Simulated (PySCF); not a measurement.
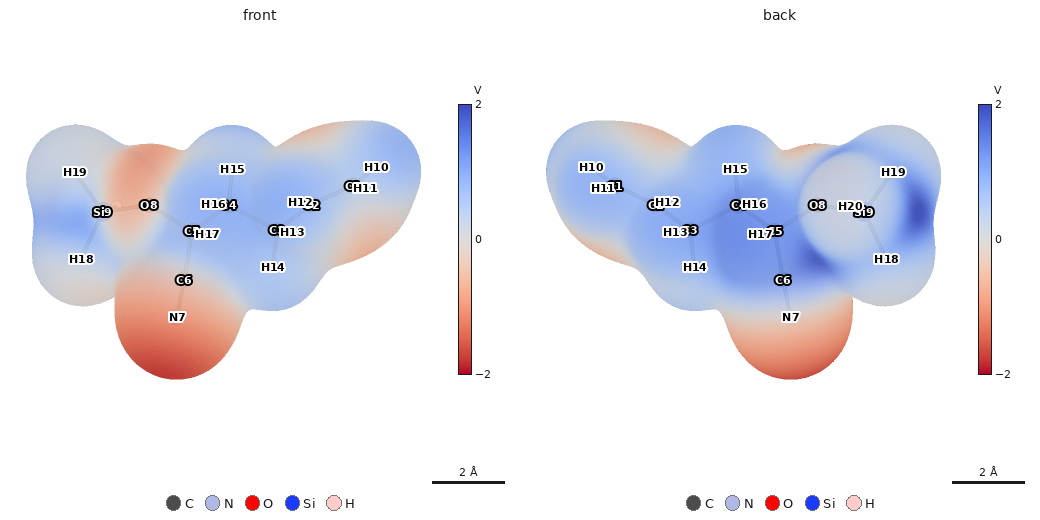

The picture shows: C6H11NOSi. The molecular electrostatic potential painted on the density surface at 0.002 e/bohr³, seen from the front and from behind; the colour scale runs from red (negative) to blue (positive).

Geometry: GFN2-xTB.

Theory: PBE0/pcSseg-1, SCF density, gas phase, non-relativistic in PySCF 2.14.0.

```xyz
20

C    -3.3751   -1.5082    0.7726
C    -2.6926   -0.6803    0.0054
C    -1.2515   -0.8558   -0.3574
C    -0.4210    0.3348    0.1272
C     1.0628    0.1957   -0.2459
C     1.2065    0.1463   -1.6916
N     1.3247    0.1342   -2.8282
O     1.7734    1.2770    0.2843
Si    3.3793    1.5143    0.3830
H    -4.4124   -1.3434    1.0084
H    -2.9251   -2.3930    1.1934
H    -3.1651    0.2026   -0.4049
H    -0.8677   -1.7787    0.0831
H    -1.1603   -0.9341   -1.4453
H    -0.4855    0.4210    1.2139
H    -0.8001    1.2623   -0.3075
H     1.4601   -0.7520    0.1560
H     4.0025    1.5392   -0.9396
H     3.3493    2.7943    1.0669
H     3.9928    0.4345    1.1638
```

### Which sites attract a positive test charge, and which a negative one?

A positive charge is drawn to the negative regions and a negative charge to the positive ones. The most negative region (about −1.7 V) lies over N7, the most positive (about +1.9 V) over Si9. N7 is the likeliest acceptor of a hydrogen bond.

### How polar is the molecule by this calculation?

Its dipole moment is 3.04 D.
